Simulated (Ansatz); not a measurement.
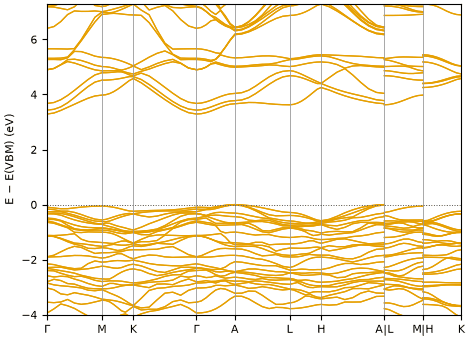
Fig. 1. Band structure from plane-wave PAW PBEsol with spin–orbit coupling (Ansatz code)

**Question.** Read off the gap and where the band edges lie.

**Answer.** About 3.3 eV (3.29 eV by a search for the band edges); maximum at A, minimum at Γ.

The material is Ba₃MgTa₂O₉ in space group P-3m1 (No. 164; Pearson symbol hP15).

The workflow started from a Materials Project entry (that database holds measured and hypothetical structures alike); the Crystallography Open Database files this formula in space group No. 164, but the cells were not matched. Its standing as an ambient phase is unchecked. The cell was relaxed with PBEsol under the symmetry of its start; whether a distortion lowers the energy is not shown. No spin polarisation was allowed.

Potentials: the later of the program's two PAW sets.
